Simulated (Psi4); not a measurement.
# CsBr (SMILES [Br][Cs]) at M06-2X/def2-TZVPP (core potential)

What is the energy change on altering one bond length of CsBr at M06-2X/def2-TZVPP (core potential)? 

Program for the calculation: Psi4 1.11.

2 further runs of the same task are left out: 1 that didn't finish, 1 set aside as unsound or not needed.

### Step 1. Starting point

The species is CsBr (2 atoms), meant as a singlet with charge 0. SMILES: `[Br][Cs]`. The bond length is the measured one.

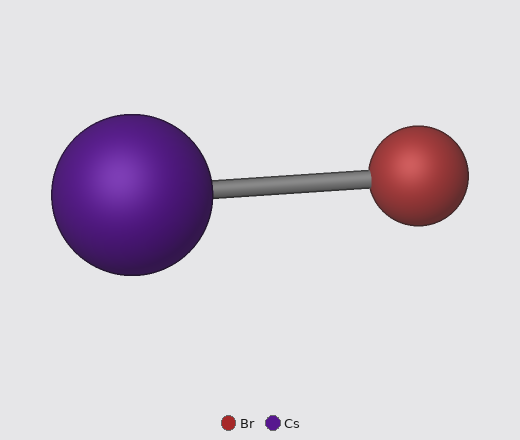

Viewed from a chosen angle; bromine red, caesium purple.

### Step 2. Energy and gradient at M06-2X/def2-TZVPP (core potential)

Contents of brcs_ase.py:

```python
import numpy as np
from ase.calculators.psi4 import Psi4
from ase import Atoms

a = Atoms(['Br', 'Cs'], positions=[
    [0.000000, 0.000000, 0.000000],
    [0.000000, 0.000000, 3.072251],
])
calc = Psi4(atoms=a, method='m06-2x', basis='def2-TZVPP', memory='1600MB', num_threads=1, charge=0, multiplicity=1, label='calc', reference='rks')
calc.psi4.set_options({'puream': True, 'e_convergence': 1e-09, 'd_convergence': 1e-08, 'scf_type': 'pk', 'dft_radial_points': 99, 'dft_spherical_points': 590})
a.calc = calc

forces = a.get_forces()
print(f'energy: {a.get_potential_energy():.6f} eV')
print('forces / eV A^-1')
print(np.round(forces, 5))
```

Run with:

```
python brcs_ase.py
```

calc.dat:

```text
[...]
    !!!  WARNING: ECP capability is in beta. Please check occupations closely.  !!!
[...]
  Running in c1 symmetry.
[...]
  Nuclear repulsion =   54.256901978728301
[...]
  Multiplicity = 1
[...]
  Nalpha       = 22
  Nbeta        = 22
[...]
    Number of basis functions: 84
[...]
   @RKS iter   1: -2593.98169688731423   -1.81012e+00   1.77473e-02 DIIS/ADIIS
[...]
   @RKS iter  11: -2594.37636330001351   -4.09273e-12   1.71022e-09 DIIS
[...]
    Orbital Energies [Eh]
    ---------------------
    Doubly Occupied:
       1A   -485.244533     2A    -63.230482     3A    -57.048394
       4A    -57.048394     5A    -57.048387     6A     -8.896242
       7A     -6.714694     8A     -6.714571     9A     -6.714571
      10A     -2.748433    11A     -2.748364    12A     -2.748364
      13A     -2.748257    14A     -2.748248    15A     -1.139594
      16A     -0.723367    17A     -0.595140    18A     -0.595140
      19A     -0.586176    20A     -0.257431    21A     -0.253805
      22A     -0.253805
[...]
  @RKS Final Energy: -2594.37636330001351
   => Energetics <=
    Nuclear Repulsion Energy =             54.2569019787283011
    One-Electron Energy =               -3728.6220639024104457
    Two-Electron Energy =                1124.5983391159554685
    DFT Exchange-Correlation Energy =     -44.6095404922870955
    Empirical Dispersion Energy =           0.0000000000000000
    VV10 Nonlocal Energy =                  0.0000000000000000
    Total Energy =                      -2594.3763633000135087
[...]
 Multipole Moments:
 ------------------------------------------------------------------------------------
     Multipole            Electronic (a.u.)      Nuclear  (a.u.)        Total (a.u.)
 ------------------------------------------------------------------------------------
 L = 1.  Multiply by 2.5417464519 to convert [e a0] to [Debye]
 Dipole X            :          0.0000000            0.0000000            0.0000000
 Dipole Y            :         -0.0000000            0.0000000           -0.0000000
 Dipole Z            :        112.3085137         -108.0274640            4.2810497
 Magnitude           :                                                    4.2810497
[...]
  -Total Gradient:
     Atom            X                  Y                   Z
    ------   -----------------  -----------------  -----------------
       1       -0.000000000015     0.000000000001     0.003263920977
       2        0.000000000019    -0.000000000001    -0.006737721081
[...]
```

Standard output:

```text
energy: -70596.576714 eV
forces / eV A^-1
[[ 0.      -0.      -0.16784]
 [-0.       0.       0.34647]]
```

Run time: 36 s. Hardware: 1 thread of Intel Xeon at 2.50GHz (Skylake/Cascade Lake), shared host; peak memory 0.9 GiB.

### Step 3. The distorted shape: the energy at M06-2X/def2-TZVPP (core potential)

Contents of run.py:

```python
import psi4

psi4.set_memory('1600 MB')
psi4.set_num_threads(1)
psi4.set_output_file('output.dat', False)

m = psi4.geometry("""
Br     0.000000     0.000000    -2.457849
Cs     0.000000     0.000000     3.072251
symmetry c1
""")

options = {'basis': 'def2-TZVPP', 'reference': 'rks', 'puream': True, 'e_convergence': 1e-09, 'd_convergence': 1e-08, 'scf_type': 'pk', 'dft_radial_points': 99, 'dft_spherical_points': 590}
psi4.set_options(options)

E, wfn = psi4.energy("m06-2x", return_wfn=True)
psi4.oeprop(wfn, "MULLIKEN_CHARGES", "DIPOLE", "QUADRUPOLE")
print(f'm06-2x energy: {E:.10f} Eh')
```

Run with:

```
python run.py
```

output.dat:

```text
[...]
    !!!  WARNING: ECP capability is in beta. Please check occupations closely.  !!!
[...]
  Running in c1 symmetry.
[...]
  Nuclear repulsion =   30.142460599455710
[...]
  Multiplicity = 1
[...]
  Nalpha       = 22
  Nbeta        = 22
[...]
    Number of basis functions: 84
[...]
   @RKS iter   1: -2593.88635423964615   -1.87291e+00   1.79805e-02 DIIS/ADIIS
[...]
   @RKS iter  13: -2594.30720165385083   -2.50111e-11   3.14187e-09 DIIS
[...]
    Orbital Energies [Eh]
    ---------------------
    Doubly Occupied:
       1A   -485.168681     2A    -63.154533     3A    -56.972631
       4A    -56.972369     5A    -56.972369     6A     -8.820266
       7A     -6.639245     8A     -6.638314     9A     -6.638314
      10A     -2.672910    11A     -2.672620    12A     -2.672620
      13A     -2.671753    14A     -2.671752    15A     -1.227178
      16A     -0.679042    17A     -0.679042    18A     -0.676510
      19A     -0.637340    20A     -0.178144    21A     -0.175904
      22A     -0.175904
[...]
  @RKS Final Energy: -2594.30720165385083
   => Energetics <=
    Nuclear Repulsion Energy =             30.1424605994557098
    One-Electron Energy =               -3682.3564653371868189
    Two-Electron Energy =                1102.4900905953404617
    DFT Exchange-Correlation Energy =     -44.5832875114603269
    Empirical Dispersion Energy =           0.0000000000000000
    VV10 Nonlocal Energy =                  0.0000000000000000
    Total Energy =                      -2594.3072016538508251
[...]
 Multipole Moments:
 ------------------------------------------------------------------------------------
     Multipole            Electronic (a.u.)      Nuclear  (a.u.)        Total (a.u.)
 ------------------------------------------------------------------------------------
 L = 1.  Multiply by 2.5417464519 to convert [e a0] to [Debye]
 Dipole X            :          0.0000000            0.0000000            0.0000000
 Dipole Y            :         -0.0000000            0.0000000           -0.0000000
 Dipole Z            :        204.0458078         -194.4511301            9.5946777
 Magnitude           :                                                    9.5946777
 L = 2.  Multiply by 1.3450342976 to convert [e a0^2] to [Debye ang]
 Quadrupole XX       :        -29.9864036            0.0000000          -29.9864036
 Quadrupole XY       :         -0.0000000            0.0000000           -0.0000000
[...]
  Mulliken Charges: (a.u.)
   Center  Symbol    Alpha    Beta     Spin     Total
       1    BR    17.94115 17.94115  0.00000 -0.88229
       2    CS     4.05885  4.05885  0.00000  0.88229
   Total alpha = 22.00000, Total beta = 22.00000, Total charge =  0.00000
```

On the terminal:

```text
m06-2x energy: -2594.3072016539 Eh
```

It took 19 s on 1 thread of Intel Xeon at 2.50GHz (Skylake/Cascade Lake), shared host; peak memory 0.77 GiB.

### Step 4. Results

At M06-2X/def2-TZVPP (core potential):

| quantity | value |
| --- | --- |
| first shape: total energy | -2594.37636 Eh |
| first shape: dipole moment | 10.88 D |
| first shape: HOMO energy | -6.91 eV |
| first shape: LUMO energy | -1.18 eV |
| first shape: HOMO–LUMO gap | 5.73 eV |
| distorted shape: total energy | -2594.30720 Eh |
| distorted shape: dipole moment | 24.39 D |
| distorted shape: HOMO energy | -4.79 eV |
| distorted shape: LUMO energy | -2.43 eV |
| distorted shape: HOMO–LUMO gap | 2.36 eV |
| energy change with the Br1–Cs2 bond stretched from 3.072 to 5.530 Å | 1.882 eV |

What this shows: With the Br1–Cs2 bond stretched from 3.072 to 5.530 Å the energy rises by 1.88 eV (43 kcal/mol). The first shape isn't relaxed at this level, so the change isn't measured from a minimum.
